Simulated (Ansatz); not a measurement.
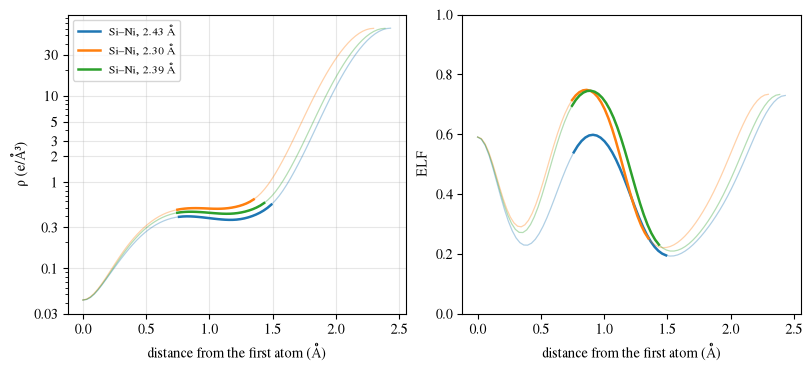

Figure. Si$_{8}$Ni$_{5}$. Valence charge density (pseudo) and ELF along straight lines between neighbouring atoms. Thin, pale parts lie inside the atomic spheres.

Space group Pm-3m; a generated structure, not necessarily the stable one; computed without spin polarisation.

All numbers below come from Ansatz 0.2.0, DFT PBEsol, scalar-relativistic, plane waves, PAW.

Core electrons are frozen (PAW), and the valence fields are smoothed inside the atomic spheres.

Q: Compare the contacts.

A: Si–Ni (2.43 Å): ρ is about 0.37 e/Å³ halfway; the ELF peaks at about 0.60 in the valence shell of Si, 0.9 Å from its nucleus, and is about 0.40 at the midpoint.
Si–Ni (2.30 Å): the density is about 0.5 e/Å³ at the midpoint; the ELF peaks at about 0.75 in the valence shell of Si, 0.9 Å from its nucleus, and is about 0.50 at the midpoint.
Si–Ni (2.39 Å): ρ is about 0.43 e/Å³ halfway; the ELF peaks at about 0.75 in the valence shell of Si, 0.9 Å from its nucleus, and is about 0.50 at the midpoint.
